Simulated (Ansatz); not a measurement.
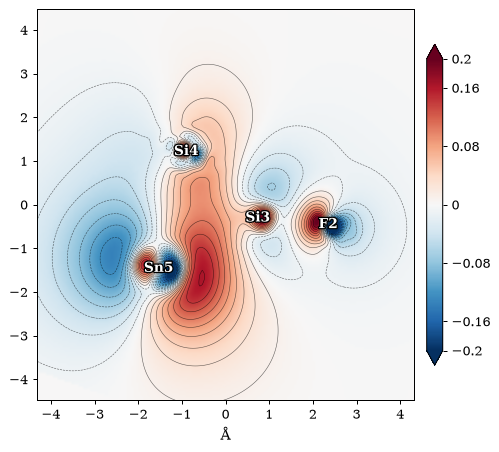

Figure 1: ClFH2Si2Sn. The LUMO on the plane of atoms Si3, Sn5 and Si4 (values in Å⁻³ᐟ²; the overall sign is arbitrary).

Geometry: PBE0-D3(BJ)/def2-SVP; core potentials replace the inner electrons of Sn.

All numbers below come from isolated molecule in a Gaussian basis; Kohn-Sham density functional theory, functional PBE0 (Ansatz).

```xyz
7

Cl    1.9043    0.1419    1.1712
F    -2.8203   -0.9721   -0.1433
Si   -1.2725   -1.3344   -0.4911
Si    0.7937   -0.4827   -0.4767
Sn    0.4157   -3.1372   -1.1086
H    -0.7949   -2.4279    0.5684
H     1.1607    0.4014   -1.6199
```

Question: What is the character of this orbital?

Answer: By Hirshfeld shares it lies mainly on Sn5 (about 70 %), Si3 (about 15 %), H6 (about 5 %) and Si4 (about 5 %). Its energy is −2.69 eV.
